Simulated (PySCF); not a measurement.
# C6H15N: what the fields show

```
atom    x (Å)    y (Å)    z (Å)
   C   2.0637  -1.1806   0.4552
   C   1.5126   0.2206   0.6510
   C   0.3083   0.5362  -0.2394
   C  -0.1361   1.9911  -0.0730
   N  -0.7566  -0.4462  -0.0657
   C  -1.6492  -0.5576  -1.1863
   C  -1.4556  -0.3977   1.1914
   H   2.4425  -1.3175  -0.5707
   H   1.2739  -1.9293   0.6124
   H   2.8921  -1.3912   1.1481
   H   1.2382   0.3760   1.7095
   H   2.2927   0.9717   0.4409
   H   0.6469   0.4080  -1.2836
   H   0.6681   2.6796  -0.3719
   H  -0.3909   2.2174   0.9746
   H  -1.0171   2.2200  -0.6922
   H  -2.3140   0.3245  -1.3336
   H  -1.0762  -0.7028  -2.1152
   H  -2.3035  -1.4352  -1.0578
   H  -2.0626  -1.3094   1.3133
   H  -2.1433   0.4709   1.2974
   H  -0.7454  -0.3657   2.0305
```

Geometry: PBE0-D3(BJ)/def2-SVP.

Theory: wB97X-D/def2-SVPD, SCF density, gas phase (PySCF).

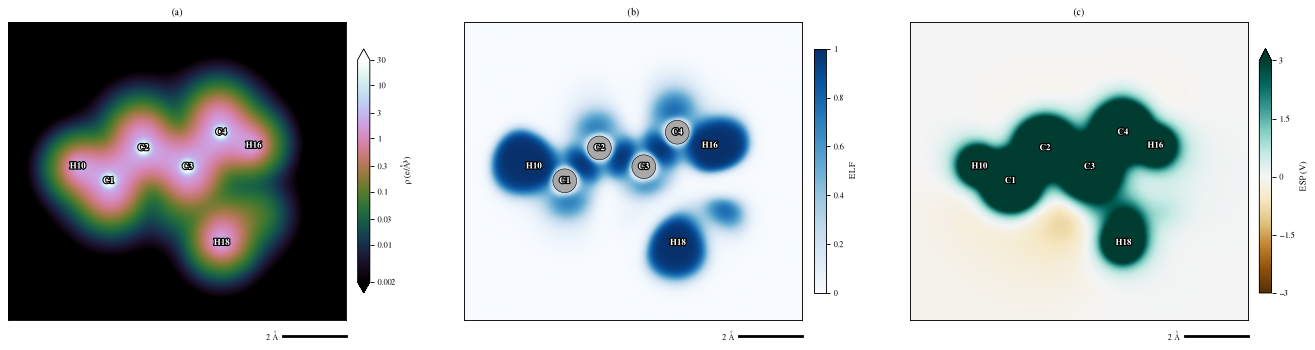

Figure 1. (a) electron density; (b) electron localisation function; (c) molecular electrostatic potential on the plane of atoms C1, C2 and C3. Grey discs cover the atomic cores in the ELF map.

Question: What do the fields say about this system?

Answer: Atoms in the plane: C and H.
C–C (1.52 Å): ρ at the midpoint is about 1.7 e/Å³; the ELF peaks at about 0.95 between the atoms (a shared electron pair).
C–H (1.10 Å): the density is about 1.9 e/Å³ at the midpoint; the ELF climbs to about 1 towards the hydrogen, as it does in any bond to H (a covalent bond by its length).
Outside the dense part of the molecule the potential is most negative (−0.8 V) near N5, which lies off the plane.

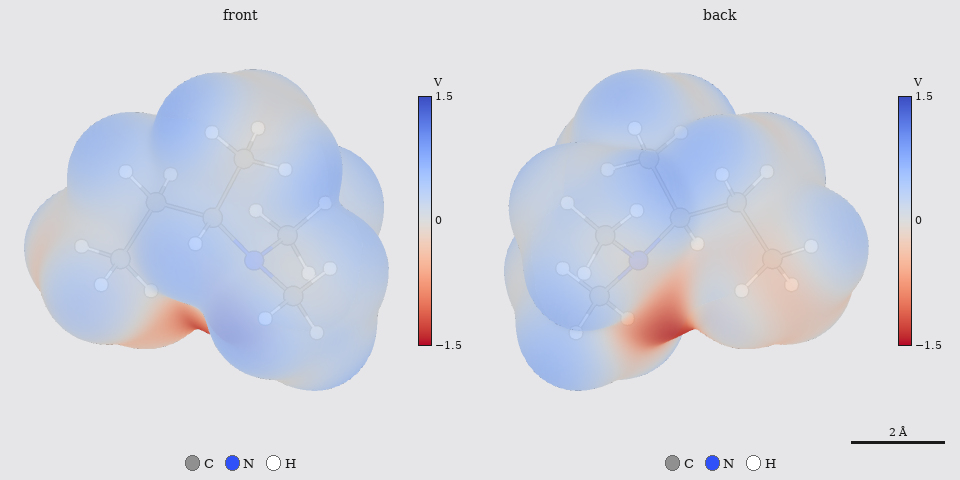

Figure 2. The electrostatic potential painted on the density surface at 0.002 e/bohr³, seen from the front and from behind; red is negative and blue positive.

Question: Which sites attract a positive test charge, and which a negative one?

Answer: A positive charge is drawn to the negative regions and a negative charge to the positive ones. The most negative region (about −1.2 V, or −28 kcal/mol for a unit charge) lies over N5, the most positive (about +0.6 V, or +14 kcal/mol for a unit charge) over the H atoms. N5 is the likeliest acceptor of a hydrogen bond.
